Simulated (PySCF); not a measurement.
SMILES C[Si](C)(N[Si](C)C)C (C₅H₁₆NSi₂), doublet at its GFN2-xTB optimised geometry (Å):

```
24

C      0.3620    -2.7251    -1.5624
Si     1.0426    -1.8726     0.0000
C      2.9528    -1.8726     0.0000
N      0.5510    -0.2000     0.0000
Si    -0.9733     0.5301    -0.4209
C     -1.1796     0.6246    -2.3153
C     -0.9601     2.2891     0.3072
C     -2.3862    -0.5025     0.3277
H      0.7068    -2.2068    -2.4552
H      0.6949    -3.7566    -1.6240
H     -0.7225    -2.7238    -1.5756
H      3.3363    -1.3388    -0.8680
H      3.3407    -2.8853    -0.0353
H      3.3570    -1.3966     0.8878
H      1.2292     0.4312     0.3969
H     -2.0814     1.1642    -2.5893
H     -1.2462    -0.3657    -2.7539
H     -0.3398     1.1325    -2.7802
H     -0.1535     2.8853    -0.1079
H     -0.8349     2.2689     1.3851
H     -1.8898     2.8065     0.0953
H     -2.3146    -0.5415     1.4098
H     -3.3570    -0.0881     0.0749
H     -2.3588    -1.5241    -0.0360
```

Computed with PySCF 2.14.0 with unrestricted PBE0/def2-SVP.

Map of the deformation density (molecule minus spherical neutral atoms) (e/bohr³) on the plane z = 0.8 Å:

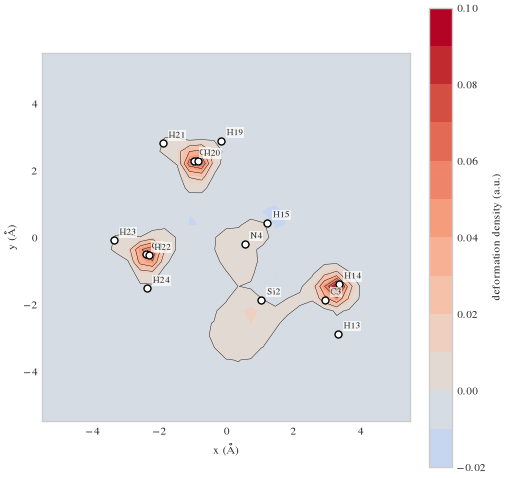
*Deformation density (molecule minus spherical neutral atoms) (e/bohr³) on the plane z = 0.8 Å.*
